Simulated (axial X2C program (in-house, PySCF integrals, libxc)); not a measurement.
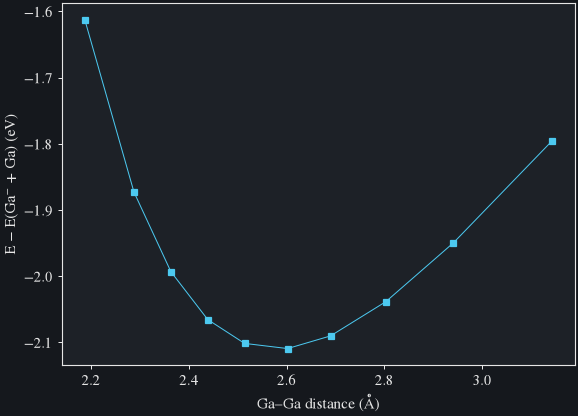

Energy at 10 bond lengths, for one set of occupations held fixed; the line joins the points. A polynomial of degree 6 through 9 points gives rₑ = 2.579 Å, ωₑ = 172.4 cm⁻¹, ωₑxₑ = 0.70 cm⁻¹ and Bₑ = 0.07353 cm⁻¹. The minimum lies 2.11 eV below Ga⁻ + Ga, each computed as one determinant at the same level.

## Relativistic diatomic calculation, with input and output: Ga₂⁻

- system: Ga₂⁻, single determinant with M_S = 3/2 and |Λ| = 0.
- method: BLYP, spin-free X2C-1e, Ga dyall-acv3z (cores contracted) (axial X2C program (in-house, PySCF integrals, libxc))

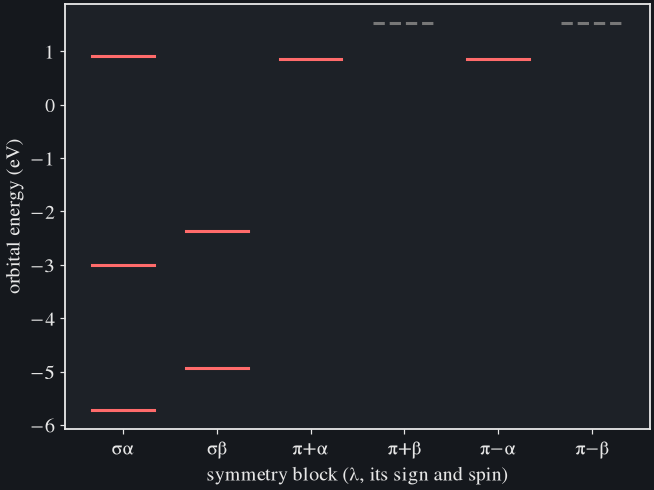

Orbital energies near the frontier at 2.51 Å, filled (solid) and empty (dashed); a label such as π−α means λ = −1 and α spin. The highest filled orbital (σα; 38 % Ga p, 38 % Ga p) lies at 0.90 eV, the lowest empty one (π−β; 47 % Ga p, 47 % Ga p) at 1.52 eV. A filled level above zero is held only by the finite basis .

These pictures come from the run below.

**Input file**
```
{"zs": [31, 31], "q": -1, "bas": ["dyall-acv3z", "dyall-acv3z"], "levels": ["PBE0", "HF", "BLYP"], "cc": true, "r0": 2.48, "thr": -1.0, "nmax": 90, "npts": 10, "nst": 2, "ntry": 6}
```

The line is the task of a batch: nuclear charges, charge, bases, the levels to run, a first guess of the distance and further settings. This report covers BLYP without spin-orbit coupling. The log is that of the reference distance 2.514 Å.

The run was one of a batch that the task file lists, launched with:
```bash
python <driver script> task.json out
```

**Log**
```
spin-free X2C-1e  BLYP
basis functions 248  fitting functions 1406  grid points 5800
iter        total energy     max residual
   1      -3888.107759674     6.22e-02
   2      -3888.115980189     1.61e-02
   3      -3888.108531014     2.97e-02
   4      -3888.119013494     1.97e-03
   5      -3888.119046281     3.69e-04
   6      -3888.119049423     6.22e-05
   7      -3888.119049543     2.30e-05
   8      -3888.119049561     4.67e-06
   9      -3888.119049562     3.79e-07
converged
one-electron -5832.16740620  Coulomb 1894.30659331  exact exchange 0.00000000  xc functional -152.54117211  nuclear repulsion 202.28293544
```

**The points of the curve**

| R (Å) | E (hartree) | dipole (D; origin at the first atom, positive when the second is positive) | highest filled (eV) | lowest empty (eV) |
| --- | --- | --- | --- | --- |
| 2.187 | −3888.101082 | −5.25 | 1.08 | 1.40 |
| 2.288 | −3888.110644 | −5.49 | 1.02 | 1.45 |
| 2.363 | −3888.115063 | −5.68 | 0.98 | 1.48 |
| 2.439 | −3888.117724 | −5.86 | 0.94 | 1.51 |
| 2.514 | −3888.119050 | −6.04 | 0.90 | 1.52 |
| 2.602 | −3888.119336 | −6.25 | 0.88 | 1.54 |
| 2.690 | −3888.118632 | −6.46 | 0.90 | 1.55 |
| 2.803 | −3888.116730 | −6.73 | 0.93 | 1.53 |
| 2.941 | −3888.113460 | −7.06 | 0.94 | 1.50 |
| 3.143 | −3888.107817 | −7.55 | 0.96 | 1.47 |

**Summary**

- outcome: converged; a filled level lies above zero
- bond length rₑ: 2.579 Å
- ωₑ: 172.4 cm⁻¹
- energy at the minimum: −3888.11937 hartree
- depth below the fragments: 2.11 eV
- largest ⟨S²⟩ along the curve: 3.75
- hardware: 1 thread of Arm Neoverse V2, 24 GiB of memory available, shared host
- wall time: 4 s
- peak memory: 0.6 GiB

**Notes**

The highest filled level (BLYP, up to 1.08 eV) lies above zero. That is common for anions, where the functional's self-interaction leaves the outer electrons unbound; only the finite basis holds them, so such levels depend on it.
